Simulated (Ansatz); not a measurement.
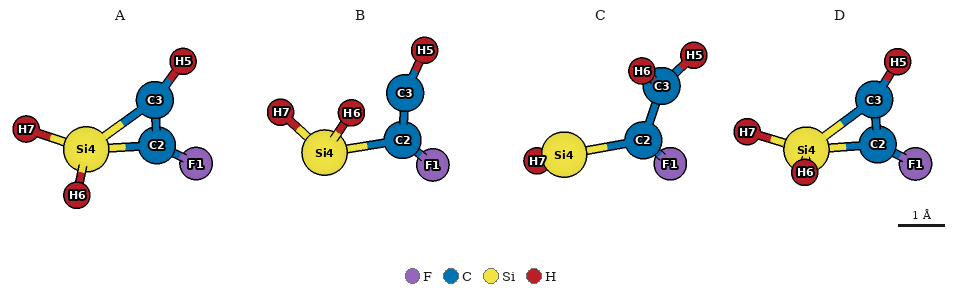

4 geometries from a converged minimum-energy path of C2H3FSi, shuffled. A ball-and-stick model, seen from a free direction.

These are results of RKS PBE0-D4/def2-SVP in Ansatz 0.2.0, not measurements. Set-up: 7 movable images; climbing image; force threshold 0.03 eV/Å; iteration limit 60; starting path through a guess of the saddle point.

Which frame is the transition state?

B. In order along the path, whose images run from 0 to 8: A (image 0, 0.0 kcal/mol), D (image 1, +7.6 kcal/mol), B (image 3, +46.5 kcal/mol), C (image 6, +9.8 kcal/mol). Breaking: C3–Si4 (1.84 → 2.18 at the top → 2.82 Å), Si4–H6 (1.49 → 1.54 at the top → 2.91 Å). Forming: C3–H6 (2.92 → 1.72 at the top → 1.09 Å).
